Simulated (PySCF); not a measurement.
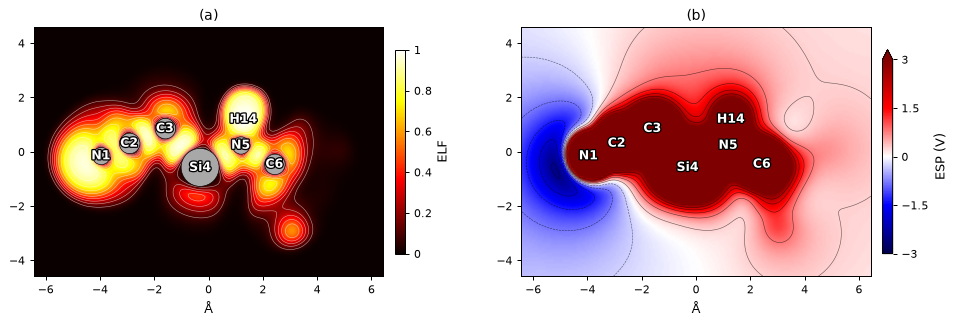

The picture shows: C₆H₁₀N₂Si. (a) ELF; (b) electrostatic potential on the plane of atoms C2, C3 and Si4. Grey discs cover the atomic cores in the ELF map.

Geometry: GFN2-xTB.

Level of theory: PBE0/pcSseg-1, SCF density, gas phase, non-relativistic in PySCF.

The calculation's input:

```
{"job": {"kind": "nmr", "xc": "PBE0", "basis": "pcSseg-1"}, "charge": 0, "multiplicity": 1}
N      4.163333     2.500412     0.224712
C      3.429149     1.691923     0.568712
C      2.498031     0.689894     0.963535
Si     1.216363     0.425408    -0.435966
N      0.105041    -0.692138     0.238067
C     -1.031571    -1.179090    -0.478092
C     -2.001153    -0.228999    -1.093044
C     -2.423798     0.446169     0.174060
C     -2.416254    -1.046759     0.079994
H      3.045963    -0.230102     1.169969
H      2.006711     1.010944     1.882450
H      0.520556     1.679140    -0.729246
H      1.929494    -0.046930    -1.632119
H      0.376374    -1.310426     0.987915
H     -0.829043    -2.091538    -1.043792
H     -2.351824    -0.127768    -2.097596
H     -1.675869     0.936405     0.781911
H     -3.387728     0.939452     0.176922
H     -3.183579    -1.771053     0.254148
```

Launched as:

```sh
OMP_NUM_THREADS=1 python probes_run.py task.json out
```

Q: What does the map show?

A:
- The plane passes through N, C, Si and H nuclei.
- C–N (1.14 Å): the ELF peaks at about 0.85 between the atoms (a short, multiple covalent bond).
- C–C (1.42 Å): the ELF peaks at about 0.95 between the atoms: a covalent bond.
- Si–N (1.71 Å): the ELF peaks at about 0.90 between the atoms, as expected for a polar covalent bond.
- C–Si (1.92 Å): the ELF peaks at about 0.95 between the atoms: localised, covalent bonding.
- N–H (1.01 Å): the ELF climbs to about 1 towards the hydrogen, as it does in any bond to H: a covalent bond by its length.
- The ELF also peaks beside N1, away from the bonds: lone-pair regions.
- Outside the dense part of the molecule the potential is most negative (−2.5 V) near N1.
